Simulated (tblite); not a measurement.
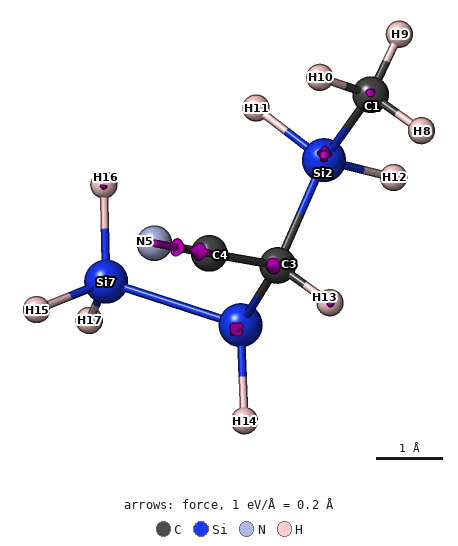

Starting geometry of C3H10NSi3 (multiplicity 2) with the computed forces as purple arrows. The picture is a ball-and-stick view, seen from a free direction.

Computed with GFN2-xTB geometry optimisation, gas phase (tblite). 

Is this structure relaxed? If not, where do the atoms go?

It isn't relaxed: the largest force vector, on the N atom, is 3.67 eV/Å. The final displacements have little in common with the starting forces (cosine between the two patterns 0.10). After 132 geometry steps the energy has fallen by 0.312 eV. The atom that moves furthest after the best rigid fit is an H atom (0.76 Å). Largest moves by element: H 0.76 Å, N 0.29 Å, C 0.25 Å, Si 0.21 Å. Near-neighbour distances that change, for instance: C–Si 1.871 → 1.942 Å, C–Si 1.867 → 1.920 Å, C–C 1.451 → 1.417 Å, C–N 1.178 → 1.149 Å. Among the angles between lasting bonds that change: Si–C–Si 105.7° → 115.5°, Si–Si–H 110.8° → 120.1°, C–C–Si 113.4° → 104.9°. Cost: 1.2 s on 1 thread of Arm Neoverse V1, with other jobs on the host.
